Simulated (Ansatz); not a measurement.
# HF/STO-3G run of C2H7Al (SMILES C[CH2][AlH2])

What is the electronic atomisation energy of C2H7Al at HF/STO-3G? 

The results are computed with Ansatz 0.2.0.

21 further runs of the same task are left out: 21 set aside as unsound or not needed. Runs told in other sessions of the task aren't counted.

### Step 1. Starting point

C2H7Al: 10 atoms, total charge 0, spin state singlet. As SMILES, `C[CH2][AlH2]`. The coordinates come from a PBE0-D4/def2-TZVP relaxation.

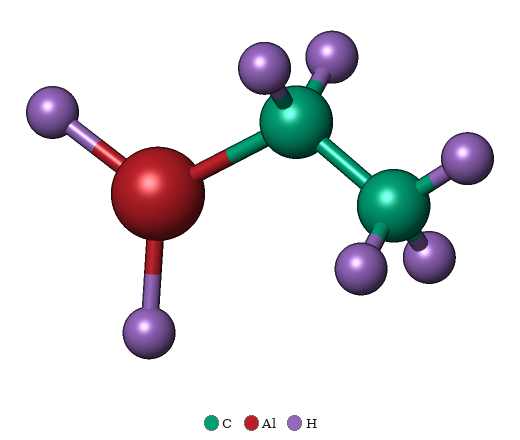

Viewed from a chosen angle; carbon teal, aluminium red, hydrogen purple.

### Step 2. The energy at HF/STO-3G

Input file input.yaml:

```yaml
crystal:
  periodic: [false, false, false]
  atoms:
    - {symbol: C, position_ang: [-0.939200, 0.315000, -0.881100]}
    - {symbol: C, position_ang: [-0.218500, -0.592500, 0.114200]}
    - {symbol: Al, position_ang: [1.379400, 0.134900, 0.981700]}
    - {symbol: H, position_ang: [-1.818700, -0.166800, -1.319100]}
    - {symbol: H, position_ang: [-0.285500, 0.607100, -1.707400]}
    - {symbol: H, position_ang: [-1.279400, 1.241200, -0.410000]}
    - {symbol: H, position_ang: [0.075900, -1.534200, -0.370400]}
    - {symbol: H, position_ang: [-0.905800, -0.910100, 0.910700]}
    - {symbol: H, position_ang: [2.176600, -0.747600, 2.039500]}
    - {symbol: H, position_ang: [1.898300, 1.601800, 0.644700]}
basis:
  gaussian:
    orbitals: STO-3G
magnetization:
  spin_polarized: false
  initial_magnetization: 0
hamiltonian:
  xc: hf
output: {orbitals: {seedname: orbitals}}
accuracy: high
```

Run with:

```sh
ansatz run input.yaml --threads 1 --pin off --max-ram 2610MiB --events-out events.jsonl --progress --plain --runs-dir runs
```

Log:

```text
Warning: RAYON_NUM_THREADS=1 ignored (pool sized by the plan → 1); use --threads N
Functional definition: HF
  name "HF"
  exchange = exact_x
  correlation = 0
503 factors; integrals over basis functions are off by at most 2.8e-9 eV
mean field evaluation 1: about -8649.2715 eV, gradient 1.4e1 eV
mean field evaluation 2: about -8649.3815 eV, gradient 1.4e1 eV
mean field evaluation 4: about -8650.3129 eV, gradient 5.9e-1 eV
mean field evaluation 8: about -8650.3135 eV, gradient 1.6e-6 eV
mean field -8650.31348554 eV, -317.8931572006 hartree, gradient 8.0e-8 eV, S^2 0.000000; 0 other end points of the search recorded, 0 dependent functions left out
reference -8650.31348554 eV, -317.8931572006 hartree; 16, 16 occupied and 10, 10 virtual orbitals, 503 factors
Total energy: -8650.31348554 eV, -317.8931572006 hartree
```

Wall time 0.2 s (1 thread of Arm Neoverse V1, shared host).

### Step 3. The Al atom

Input file run.yaml:

```yaml
crystal:
  periodic: [false, false, false]
  atoms:
    - {symbol: Al, position_ang: [0.000000, 0.000000, 0.000000]}
basis:
  gaussian: {orbitals: STO-3G}
magnetization: {spin_polarized: true, initial_magnetization: 1}
hamiltonian: {xc: hf}
accuracy: high
```

Run the same way, it converges to -238.85836 Eh (log not shown).

### Step 4. The C atom at the same level

Input file molecule.yaml:

```yaml
crystal:
  periodic: [false, false, false]
  atoms:
    - {symbol: C, position_ang: [0.000000, 0.000000, 0.000000]}
basis:
  gaussian:
    orbitals: STO-3G
magnetization:
  spin_polarized: true
  initial_magnetization: 2
hamiltonian:
  xc: hf
accuracy: high
```

Run the same way, it converges to -37.19839 Eh (log not shown).

### Step 5. The H atom at the same level

Edit run.yaml of step 3 so:

```diff
@@ -3,3 +3,3 @@
   atoms:
-    - {symbol: Al, position_ang: [0.000000, 0.000000, 0.000000]}
+    - {symbol: H, position_ang: [0.000000, 0.000000, 0.000000]}
 basis:
```

Run the same way, it converges to -0.46658 Eh (log not shown).

### Step 6. Results

Level: HF/STO-3G.

```
                     quantity          value
       molecule: total energy  -317.89316 Eh
        molecule: HOMO energy       -8.41 eV
        molecule: LUMO energy        8.88 eV
      molecule: HOMO–LUMO gap       17.29 eV
        Al atom: total energy  -238.85836 Eh
                Al atom: ⟨S²⟩          0.750
         C atom: total energy   -37.19839 Eh
                 C atom: ⟨S²⟩          2.000
         H atom: total energy    -0.46658 Eh
                 H atom: ⟨S²⟩          0.750
electronic atomisation energy      37.332 eV
```

In words: Taking the molecule apart into free atoms costs 37.33 eV (3602 kJ/mol), before zero-point energy and without spin-orbit coupling. Hartree–Fock lacks the correlation of the bonding pairs, which as a rule makes this value much too low; in minimal bases other errors can mask that. In a minimal basis such a difference can be off by several eV, whatever the method.
